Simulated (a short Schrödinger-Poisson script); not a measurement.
System: MOS inversion layer, SiO2 on p-type Ge(100), at 300 K.

```tsv
layer	material	thickness (nm)	Na (cm⁻³)
1	SiO2	3.8	-
2	Ge	520	6.3e17
```

Constants are typed, rounded textbook-type inputs, not results; the design itself was drawn at random and stands for no fabricated device. SiO2: permittivity 3.9, conduction-band edge (eV) 3.1, gap (eV) 9, electron mass (mₑ) 0.5. Ge: permittivity 16, conduction-band edge (eV) 0, gap (eV) 0.664, Nv at 300 K (cm⁻³) 6e18.

Channel valleys (confinement mass, in-plane density-of-states mass, number): L4 0.12, 0.295, 4. At the gate the conduction-band edge of layer 1 lies 3.31 eV − eVg above the Fermi level of the channel; the field vanishes at the back. Gaps are held at their typed values at every temperature. Mesh 0.03 nm at interfaces.

Solved with a short Schrödinger-Poisson script written for these runs: 1D Poisson equation in equilibrium, electrons quantum, Hartree (BenDaniel-Duke, 12 states a valley, the channel's in-plane mass for all, wave functions ending at the dielectric), parabolic valleys, classical holes, full ionisation, no traps, pinning or gate leakage.

Only gate voltages with over 1e8 electrons/cm² are shown.

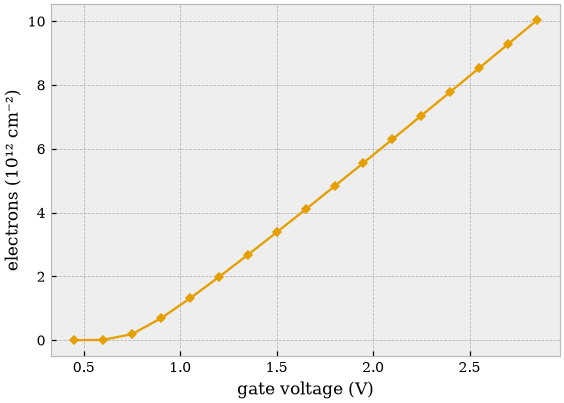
Figure: Sheet density against gate voltage

| Vg (V) | electrons (cm⁻²) | C (μF/cm²) | L4 E0 (meV) | L4 E1 (meV) |
|---|---|---|---|---|
| 0.45 | 2.91e8 | 0.281 | 277.1 | 365.9 |
| 0.6 | 1.07e10 | 0.287 | 183.8 | 281.2 |
| 0.75 | 1.90e11 | 0.511 | 109.0 | 213.2 |
| 0.9 | 6.87e11 | 0.664 | 75.2 | 184.2 |
| 1.05 | 1.31e12 | 0.716 | 57.9 | 170.8 |
| 1.2 | 1.98e12 | 0.741 | 46.4 | 162.9 |
| 1.35 | 2.67e12 | 0.756 | 37.9 | 157.7 |
| 1.5 | 3.38e12 | 0.766 | 31.1 | 154.0 |
| 1.65 | 4.10e12 | 0.774 | 25.3 | 151.3 |
| 1.8 | 4.83e12 | 0.780 | 20.3 | 149.1 |
| 1.95 | 5.56e12 | 0.785 | 15.8 | 147.4 |
| 2.1 | 6.30e12 | 0.790 | 11.8 | 146.1 |
| 2.25 | 7.04e12 | 0.793 | 8.1 | 145.0 |
| 2.4 | 7.79e12 | 0.796 | 4.7 | 144.1 |
| 2.55 | 8.53e12 | 0.799 | 1.4 | 143.3 |
| 2.7 | 9.28e12 | 0.802 | -1.6 | 142.7 |
| 2.85 | 1.00e13 | 0.804 | -4.5 | 142.2 |

Subbands count from the Fermi level.

Only the L valleys are kept; under strong confinement the Δ valleys of Ge fill too.
